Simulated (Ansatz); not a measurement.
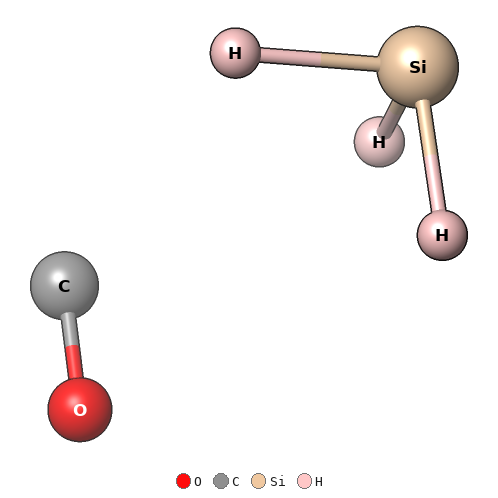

Distant atoms are faded towards the background colour. State: charge −1, singlet. Computed geometry: PBE0-D4/def2-TZVPD optimisation. No frequency run is at hand to confirm it as a minimum.

**Which symmetry elements does this geometry have?**

It has 1 mirror plane, so the point group is Cs. The group has 2 operations. The geometry is achiral, and symmetry allows a dipole moment.
